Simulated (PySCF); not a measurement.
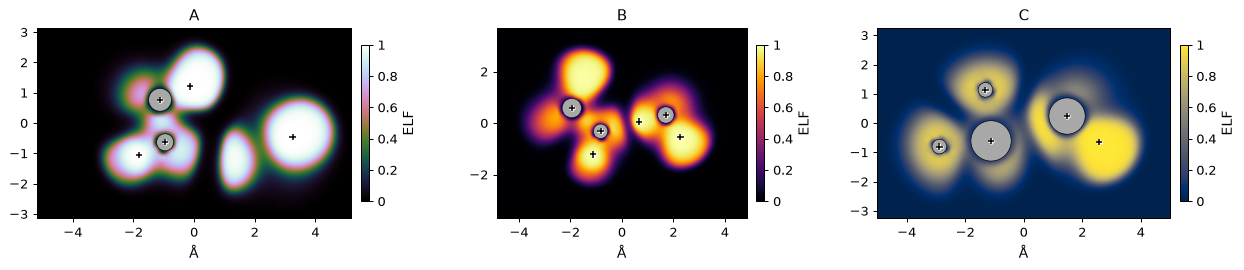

The electron localisation function of 3 systems, each on a plane through atoms (crosses mark nuclei in the plane; grey discs cover the cores).

These are results of PySCF 2.14.0, wB97M-D3(BJ)/def2-TZVPD, SCF density, gas phase, not measurements.

System 1: NH$_{4}$···CH$_{4}$O (charge +1), the plane of atoms H2, N1 and H5. Geometry: PBE0-D3(BJ)/def2-TZVPD.

```yaml
atoms:
  - { symbol: N, position_ang: [-0.3291, 0.0845, 0.2300] }
  - { symbol: H, position_ang: [-0.1665, 0.1625, -0.8384] }
  - { symbol: H, position_ang: [0.5511, -0.0966, 0.7112] }
  - { symbol: H, position_ang: [-0.9792, -0.6746, 0.4320] }
  - { symbol: H, position_ang: [-0.7240, 0.9545, 0.5866] }
  - { symbol: C, position_ang: [0.5766, -0.7237, -3.2266] }
  - { symbol: O, position_ang: [0.0196, 0.2703, -2.3517] }
  - { symbol: H, position_ang: [0.5060, -1.6812, -2.7135] }
  - { symbol: H, position_ang: [1.6219, -0.5014, -3.4439] }
  - { symbol: H, position_ang: [0.0009, -0.7760, -4.1507] }
  - { symbol: H, position_ang: [-0.0623, 1.1075, -2.8180] }
```

System 2: CH$_{4}$O···PH$_{3}$ (SMILES CO.P), the plane of atoms O2, C1 and H5. Geometry: PBE0-D3(BJ)/def2-TZVPD.

```xyz
10

C    -0.3536    0.0928   -0.1043
O     0.9797   -0.2257    0.2311
H    -0.4854    1.1636   -0.3003
H    -0.7085   -0.4735   -0.9732
H    -0.9705   -0.1764    0.7536
H     1.5497   -0.0022   -0.5077
P     0.4092   -2.7190    3.0850
H     0.0018   -1.7437    4.0327
H     0.8916   -1.7532    2.1647
H    -0.8734   -2.7779    2.4782
```

System 3: F$_{2}$Se···PH$_{3}$, the plane of atoms F1, Se2 and F3. Geometry: PBE0-D3(BJ)/def2-TZVPD.

```xyz
7

F    -1.1157   -0.0130    0.6668
Se    0.3227    0.8412    0.1422
F     0.9037   -0.6321   -0.6624
P    -1.0136    2.7865    1.5182
H    -2.3155    3.1246    1.0882
H    -0.5162    4.1030    1.6542
H    -1.3217    2.5659    2.8786
```

Question: Which map belongs to which system?

Answer: Panel A is system 2, CH$_{4}$O···PH$_{3}$: the plane holds C, O and H. C–O (1.41 Å): the ELF peaks at about 0.90 between the atoms; a polar covalent bond. Panel B is system 1, NH$_{4}$···CH$_{4}$O: the plane holds N, H, C and O. O7···H2 (1.53 Å): the ELF dips to about 0.25 between them (by its geometry a hydrogen bond between the two molecules, with no shared pair). Panel C is system 3, F$_{2}$Se···PH$_{3}$: the plane holds F, Se, P and H. P4···Se2 (2.73 Å): the ELF peaks at about 0.95 in the valence shell of P, 0.9 Å from its nucleus, and is about 0.45 at the midpoint.
